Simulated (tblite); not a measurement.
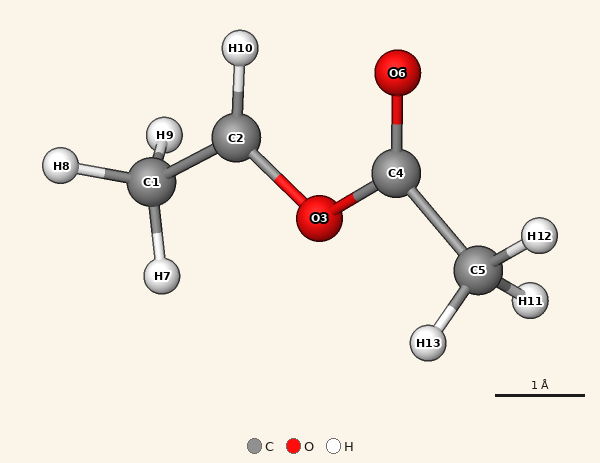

Figure 1. The starting structure (ball-and-stick view, seen at a tilt; atoms are numbered from 1 in the order of the input).

Run report: C$_{4}$H$_{7}$O$_{2}$, geometry relaxation (part 1 of 2)

The run: geometry relaxation of C$_{4}$H$_{7}$O$_{2}$, multiplicity 2, SMILES C[CH]OC(C)=O. Method and program: GFN2-xTB geometry optimisation, gas phase (tblite 0.8.0).

It belongs to a series of runs on one base structure; here: X = H replaced by OCOCH3.

## Input file
```
{"job": {"kind": "relax", "xc": "GFN2-xTB", "basis": "xTB"}, "charge": 0, "multiplicity": 2}
C     -2.170600    -1.095400     0.011200
C     -1.248400     0.056400     0.054900
O      0.129200    -0.216200    -0.025500
C      0.949200     0.887800     0.027200
C      2.372800     0.421700    -0.071600
O      0.610400     2.050200     0.162900
H     -1.643200    -2.042800    -0.029000
H     -2.815200    -1.088400     0.901500
H     -2.809300    -1.021400    -0.873900
H     -1.548000     1.085600     0.133200
H      2.524000    -0.077500    -1.040800
H      3.034300     1.287900    -0.026200
H      2.610400    -0.247400     0.758200
```

The first line tells a small driver script what to run in tblite; the rest is the geometry in Å.

Launch command:
```bash
OMP_NUM_THREADS=1 python <driver script> task.json out
```

## Log
```
step      E/eV     max force
  0    -549.70884    2.567
  1    -549.81085    0.912
  2    -549.82479    0.774
  3    -549.83216    0.157
  4    -549.83429    0.165
  5    -549.83771    0.161
  6    -549.83883    0.091
  7    -549.83926    0.057
  8    -549.83951    0.057
  9    -549.83980    0.080
 10    -549.84012    0.069
 11    -549.84047    0.051
 12    -549.84082    0.043
 13    -549.84113    0.053
 14    -549.84139    0.053
 15    -549.84165    0.041
 16    -549.84192    0.061
 17    -549.84218    0.061
 18    -549.84240    0.048
 19    -549.84259    0.034
 20    -549.84274    0.033
 21    -549.84288    0.029
 22    -549.84301    0.034
 23    -549.84314    0.035
 24    -549.84326    0.029
 25    -549.84336    0.029
 26    -549.84344    0.024
 27    -549.84349    0.019
 28    -549.84351    0.009
```

## Trajectory as extended XYZ (Å, eV, eV/Å), 29 frames, from step=0 to step=28
```
13
Properties=species:S:1:pos:R:3:forces:R:3 step=0 energy=-549.70884
C    -2.1706   -1.0954    0.0112   -0.1270   0.2580   0.1170
C    -1.2484    0.0564    0.0549    1.5690  -0.8740  -0.1100
O     0.1292   -0.2162   -0.0255   -1.6390   1.9670   0.1880
C     0.9492    0.8878    0.0272    0.0530  -0.0200   0.2060
C     2.3728    0.4217   -0.0716    0.3820   0.1540  -0.3020
O     0.6104    2.0502    0.1629   -0.2070  -1.3120  -0.1900
H    -1.6432   -2.0428   -0.0290    0.1710   0.0720   0.0190
H    -2.8152   -1.0884    0.9015    0.0230  -0.0240  -0.2290
H    -2.8093   -1.0214   -0.8739   -0.1070  -0.0320   0.0870
H    -1.5480    1.0856    0.1332    0.0610  -0.0620   0.0000
H     2.5240   -0.0775   -1.0408   -0.0320  -0.0130   0.4720
H     3.0343    1.2879   -0.0262   -0.0730  -0.0810   0.0160
H     2.6104   -0.2474    0.7582   -0.0730  -0.0340  -0.2750
13
Properties=species:S:1:pos:R:3:forces:R:3 step=1 energy=-549.81085
C    -2.1724   -1.0917    0.0129    0.1810   0.0080  -0.0250
C    -1.2260    0.0439    0.0533   -0.0330   0.2070   0.0330
O     0.1058   -0.1881   -0.0228   -0.2170   0.7020   0.0480
C     0.9499    0.8875    0.0302    0.4190  -0.8100   0.0120
C     2.3782    0.4239   -0.0759    0.0290  -0.0510  -0.0160
O     0.6075    2.0314    0.1602   -0.4900   0.3040   0.0110
H    -1.6408   -2.0417   -0.0287    0.0600   0.1170   0.0230
H    -2.8149   -1.0887    0.8983   -0.0170   0.0280  -0.1070
H    -2.8108   -1.0219   -0.8727   -0.0710   0.0150   0.0860
H    -1.5471    1.0848    0.1332    0.1180  -0.4580  -0.0260
H     2.5236   -0.0777   -1.0340    0.0280  -0.1030   0.2130
H     3.0332    1.2868   -0.0260    0.0230   0.0610   0.0080
H     2.6094   -0.2479    0.7543   -0.0300  -0.0210  -0.2600
13
Properties=species:S:1:pos:R:3:forces:R:3 step=2 energy=-549.82479
C    -2.1698   -1.0908    0.0128    0.1620   0.0220  -0.0480
C    -1.2219    0.0447    0.0535   -0.3830   0.2210   0.0450
O     0.0974   -0.1709   -0.0215    0.1970  -0.0640  -0.0180
C     0.9569    0.8743    0.0310   -0.2130   0.7320   0.1310
C     2.3798    0.4236   -0.0770    0.0790  -0.0430   0.0470
O     0.5989    2.0324    0.1598    0.0060  -0.6140  -0.0840
H    -1.6393   -2.0396   -0.0283    0.0780   0.0650   0.0170
H    -2.8151   -1.0884    0.8959    0.0030   0.0400  -0.0840
H    -2.8123   -1.0217   -0.8710   -0.0260   0.0260   0.0910
H    -1.5450    1.0771    0.1328   -0.0080  -0.2010  -0.0020
H     2.5239   -0.0794   -1.0292    0.0690  -0.1550   0.0530
H     3.0334    1.2875   -0.0258    0.0050   0.0560   0.0040
H     2.6087   -0.2483    0.7492    0.0310  -0.0850  -0.1520
13
Properties=species:S:1:pos:R:3:forces:R:3 step=3 energy=-549.83216
C    -2.1673   -1.0905    0.0122    0.0450   0.0450  -0.0220
C    -1.2262    0.0478    0.0542   -0.0990  -0.0200   0.0140
O     0.0986   -0.1688   -0.0215    0.0650  -0.0800  -0.0090
C     0.9561    0.8793    0.0325    0.0030   0.0560   0.0390
C     2.3808    0.4229   -0.0766    0.0200   0.0490   0.0120
O     0.5971    2.0267    0.1589   -0.1490   0.0490  -0.0070
H    -1.6382   -2.0384   -0.0280    0.1080   0.0420   0.0110
H    -2.8151   -1.0878    0.8945    0.0170   0.0290  -0.0860
H    -2.8128   -1.0214   -0.8697   -0.0170   0.0160   0.0770
H    -1.5447    1.0732    0.1327   -0.0950   0.0350   0.0160
H     2.5248   -0.0815   -1.0277    0.0560  -0.1390   0.0420
H     3.0335    1.2884   -0.0257    0.0090   0.0300   0.0030
H     2.6089   -0.2493    0.7466    0.0370  -0.1110  -0.0890
13
Properties=species:S:1:pos:R:3:forces:R:3 step=4 energy=-549.83429
C    -2.1661   -1.0897    0.0117    0.0100  -0.0090  -0.0110
C    -1.2283    0.0480    0.0545    0.0560  -0.0030   0.0050
O     0.0996   -0.1691   -0.0216   -0.0160  -0.0390   0.0020
C     0.9562    0.8807    0.0334   -0.0030  -0.0350   0.0160
C     2.3814    0.4236   -0.0764    0.0000   0.0310  -0.0060
O     0.5941    2.0265    0.1586   -0.1360   0.0940   0.0010
H    -1.6362   -2.0375   -0.0278    0.1010   0.0490   0.0080
H    -2.8148   -1.0872    0.8928    0.0090   0.0230  -0.0610
H    -2.8133   -1.0211   -0.8681   -0.0220   0.0130   0.0460
H    -1.5461    1.0729    0.1329   -0.0940   0.0490   0.0170
H     2.5259   -0.0842   -1.0266    0.0420  -0.1050   0.0520
H     3.0337    1.2890   -0.0257    0.0190   0.0280   0.0020
H     2.6095   -0.2514    0.7445    0.0340  -0.0950  -0.0720
13
Properties=species:S:1:pos:R:3:forces:R:3 step=5 energy=-549.83771
C    -2.1634   -1.0889    0.0106   -0.0160  -0.0290   0.0050
C    -1.2297    0.0491    0.0552    0.1610   0.0060  -0.0090
O     0.0998   -0.1691   -0.0215   -0.0570   0.0090   0.0200
C     0.9558    0.8833    0.0358   -0.0300  -0.1160  -0.0330
C     2.3826    0.4252   -0.0763   -0.0440   0.0020  -0.0130
O     0.5850    2.0264    0.1579   -0.0590   0.0960   0.0120
H    -1.6298   -2.0341   -0.0271    0.0860   0.0300  -0.0030
H    -2.8142   -1.0855    0.8880   -0.0070   0.0060   0.0120
H    -2.8148   -1.0201   -0.8641   -0.0200   0.0020  -0.0250
H    -1.5509    1.0725    0.1337   -0.0730   0.0620   0.0160
H     2.5290   -0.0919   -1.0227    0.0120  -0.0250   0.0450
H     3.0346    1.2911   -0.0255    0.0230   0.0000  -0.0020
H     2.6115   -0.2575    0.7383    0.0230  -0.0420  -0.0250
13
Properties=species:S:1:pos:R:3:forces:R:3 step=6 energy=-549.83883
C    -2.1621   -1.0887    0.0101   -0.0080  -0.0140   0.0060
C    -1.2287    0.0499    0.0555    0.0880   0.0230  -0.0090
O     0.0995   -0.1691   -0.0212   -0.0370   0.0160   0.0220
C     0.9548    0.8838    0.0365   -0.0320  -0.0660  -0.0400
C     2.3825    0.4260   -0.0764   -0.0430  -0.0080  -0.0030
O     0.5802    2.0268    0.1576   -0.0040   0.0270   0.0070
H    -1.6253   -2.0321   -0.0269    0.0680   0.0220  -0.0080
H    -2.8140   -1.0846    0.8860   -0.0050  -0.0030   0.0370
H    -2.8158   -1.0196   -0.8627   -0.0040  -0.0050  -0.0420
H    -1.5542    1.0731    0.1343   -0.0410   0.0300   0.0120
H     2.5306   -0.0959   -1.0202   -0.0040   0.0100   0.0270
H     3.0353    1.2920   -0.0254    0.0080  -0.0250  -0.0040
H     2.6128   -0.2609    0.7349    0.0120  -0.0090  -0.0050
13
Properties=species:S:1:pos:R:3:forces:R:3 step=7 energy=-549.83926
C    -2.1615   -1.0887    0.0100    0.0020   0.0050   0.0030
C    -1.2275    0.0506    0.0555   -0.0050   0.0220  -0.0060
O     0.0991   -0.1689   -0.0207   -0.0140   0.0070   0.0160
C     0.9538    0.8835    0.0361   -0.0160  -0.0120  -0.0280
C     2.3818    0.4261   -0.0763   -0.0260  -0.0120   0.0050
O     0.5782    2.0270    0.1575    0.0180  -0.0140   0.0000
H    -1.6223   -2.0309   -0.0269    0.0510   0.0240  -0.0080
H    -2.8140   -1.0843    0.8858    0.0070  -0.0070   0.0310
H    -2.8163   -1.0195   -0.8628    0.0140  -0.0080  -0.0310
H    -1.5563    1.0737    0.1348   -0.0180   0.0070   0.0090
H     2.5312   -0.0975   -1.0187   -0.0100   0.0170   0.0090
H     3.0357    1.2919   -0.0255   -0.0050  -0.0350  -0.0040
H     2.6136   -0.2625    0.7334    0.0020   0.0060   0.0030
13
Properties=species:S:1:pos:R:3:forces:R:3 step=8 energy=-549.83951
C    -2.1613   -1.0886    0.0100    0.0050   0.0120   0.0000
C    -1.2271    0.0514    0.0553   -0.0540   0.0170  -0.0030
O     0.0987   -0.1688   -0.0201   -0.0070   0.0010   0.0100
C     0.9530    0.8831    0.0354   -0.0030   0.0170  -0.0100
C     2.3810    0.4260   -0.0762   -0.0080  -0.0140   0.0070
O     0.5778    2.0269    0.1575    0.0210  -0.0270  -0.0070
H    -1.6199   -2.0299   -0.0271    0.0370   0.0290  -0.0070
H    -2.8138   -1.0843    0.8864    0.0170  -0.0100   0.0160
H    -2.8162   -1.0196   -0.8634    0.0250  -0.0110  -0.0130
H    -1.5576    1.0742    0.1352   -0.0060  -0.0020   0.0080
H     2.5313   -0.0978   -1.0179   -0.0120   0.0120  -0.0060
H     3.0358    1.2911   -0.0256   -0.0100  -0.0320  -0.0030
H     2.6139   -0.2631    0.7329   -0.0060   0.0090   0.0090
13
Properties=species:S:1:pos:R:3:forces:R:3 step=9 energy=-549.83980
C    -2.1610   -1.0883    0.0100    0.0060   0.0130  -0.0020
C    -1.2275    0.0525    0.0551   -0.0790   0.0090   0.0000
O     0.0979   -0.1687   -0.0193   -0.0090  -0.0020   0.0000
C     0.9521    0.8826    0.0343    0.0100   0.0310   0.0150
C     2.3798    0.4255   -0.0760    0.0110  -0.0170   0.0040
O     0.5777    2.0266    0.1574    0.0180  -0.0230  -0.0140
H    -1.6164   -2.0281   -0.0275    0.0210   0.0330  -0.0040
H    -2.8132   -1.0846    0.8874    0.0260  -0.0140  -0.0060
H    -2.8155   -1.0201   -0.8645    0.0310  -0.0150   0.0070
H    -1.5592    1.0749    0.1358    0.0020  -0.0020   0.0060
H     2.5311   -0.0978   -1.0172   -0.0130   0.0010  -0.0230
H     3.0357    1.2896   -0.0257   -0.0120  -0.0190   0.0000
H     2.6142   -0.2635    0.7325   -0.0140   0.0050   0.0160
13
Properties=species:S:1:pos:R:3:forces:R:3 step=10 energy=-549.84012
C    -2.1607   -1.0878    0.0100    0.0070   0.0080  -0.0040
C    -1.2289    0.0540    0.0547   -0.0690   0.0050   0.0040
O     0.0965   -0.1685   -0.0183   -0.0140   0.0020  -0.0080
C     0.9513    0.8821    0.0333    0.0150   0.0260   0.0370
C     2.3786    0.4245   -0.0757    0.0240  -0.0180  -0.0020
O     0.5778    2.0261    0.1570    0.0110  -0.0050  -0.0190
H    -1.6119   -2.0254   -0.0280    0.0080   0.0290  -0.0010
H    -2.8121   -1.0851    0.8885    0.0280  -0.0200  -0.0230
H    -2.8141   -1.0208   -0.8657    0.0280  -0.0180   0.0220
H    -1.5612    1.0758    0.1367    0.0060   0.0060   0.0050
H     2.5306   -0.0979   -1.0168   -0.0130  -0.0130  -0.0370
H     3.0354    1.2874   -0.0259   -0.0090   0.0000   0.0030
H     2.6143   -0.2640    0.7325   -0.0220  -0.0030   0.0230
13
Properties=species:S:1:pos:R:3:forces:R:3 step=11 energy=-549.84047
C    -2.1602   -1.0872    0.0099    0.0090   0.0010  -0.0040
C    -1.2313    0.0559    0.0544   -0.0280   0.0080   0.0060
O     0.0944   -0.1680   -0.0172   -0.0160   0.0110  -0.0140
C     0.9505    0.8816    0.0328    0.0140   0.0090   0.0480
C     2.3774    0.4231   -0.0755    0.0240  -0.0170  -0.0080
O     0.5781    2.0257    0.1562    0.0060   0.0190  -0.0200
H    -1.6062   -2.0216   -0.0286   -0.0010   0.0160   0.0020
H    -2.8102   -1.0862    0.8893    0.0190  -0.0260  -0.0320
H    -2.8121   -1.0221   -0.8667    0.0140  -0.0210   0.0270
H    -1.5635    1.0771    0.1379    0.0040   0.0210   0.0040
H     2.5297   -0.0982   -1.0169   -0.0140  -0.0240  -0.0400
H     3.0349    1.2850   -0.0261   -0.0040   0.0170   0.0060
H     2.6139   -0.2646    0.7328   -0.0270  -0.0130   0.0250
13
Properties=species:S:1:pos:R:3:forces:R:3 step=12 energy=-549.84082
C    -2.1594   -1.0866    0.0098    0.0120  -0.0040  -0.0030
C    -1.2340    0.0580    0.0542    0.0190   0.0150   0.0080
O     0.0921   -0.1671   -0.0164   -0.0110   0.0220  -0.0140
C     0.9500    0.8813    0.0331    0.0080  -0.0080   0.0400
C     2.3767    0.4213   -0.0754    0.0140  -0.0120  -0.0100
O     0.5785    2.0257    0.1550    0.0060   0.0340  -0.0160
H    -1.6006   -2.0175   -0.0292   -0.0030  -0.0040   0.0040
H    -2.8081   -1.0878    0.8897    0.0040  -0.0300  -0.0280
H    -2.8099   -1.0238   -0.8673   -0.0060  -0.0220   0.0190
H    -1.5658    1.0788    0.1391    0.0000   0.0330   0.0040
H     2.5286   -0.0989   -1.0177   -0.0160  -0.0280  -0.0290
H     3.0344    1.2828   -0.0261    0.0000   0.0240   0.0060
H     2.6130   -0.2656    0.7336   -0.0280  -0.0190   0.0180
13
Properties=species:S:1:pos:R:3:forces:R:3 step=13 energy=-549.84113
C    -2.1585   -1.0860    0.0096    0.0150  -0.0060  -0.0020
C    -1.2362    0.0603    0.0542    0.0480   0.0210   0.0080
O     0.0898   -0.1659   -0.0160    0.0010   0.0280  -0.0080
C     0.9496    0.8811    0.0341    0.0040  -0.0120   0.0160
C     2.3763    0.4194   -0.0755   -0.0020  -0.0040  -0.0070
O     0.5791    2.0260    0.1536    0.0120   0.0360  -0.0080
H    -1.5955   -2.0140   -0.0296    0.0010  -0.0220   0.0050
H    -2.8061   -1.0898    0.8894   -0.0120  -0.0310  -0.0150
H    -2.8080   -1.0257   -0.8675   -0.0220  -0.0200   0.0060
H    -1.5678    1.0808    0.1403   -0.0020   0.0370   0.0030
H     2.5273   -0.1002   -1.0189   -0.0180  -0.0220  -0.0060
H     3.0339    1.2814   -0.0261   -0.0010   0.0160   0.0040
H     2.6117   -0.2668    0.7346   -0.0240  -0.0190   0.0040
13
Properties=species:S:1:pos:R:3:forces:R:3 step=14 energy=-549.84139
C    -2.1572   -1.0856    0.0094    0.0150  -0.0050  -0.0020
C    -1.2376    0.0627    0.0544    0.0480   0.0210   0.0070
O     0.0881   -0.1644   -0.0158    0.0130   0.0270  -0.0010
C     0.9495    0.8811    0.0355    0.0030   0.0000  -0.0120
C     2.3761    0.4178   -0.0757   -0.0150   0.0030   0.0000
O     0.5799    2.0268    0.1523    0.0210   0.0270   0.0010
H    -1.5913   -2.0115   -0.0299    0.0050  -0.0300   0.0030
H    -2.8046   -1.0922    0.8888   -0.0200  -0.0280  -0.0040
H    -2.8069   -1.0278   -0.8674   -0.0270  -0.0160  -0.0040
H    -1.5694    1.0832    0.1413   -0.0010   0.0300   0.0020
H     2.5258   -0.1017   -1.0201   -0.0190  -0.0120   0.0190
H     3.0334    1.2804   -0.0259   -0.0030  -0.0010   0.0010
H     2.6100   -0.2682    0.7355   -0.0190  -0.0150  -0.0110
```
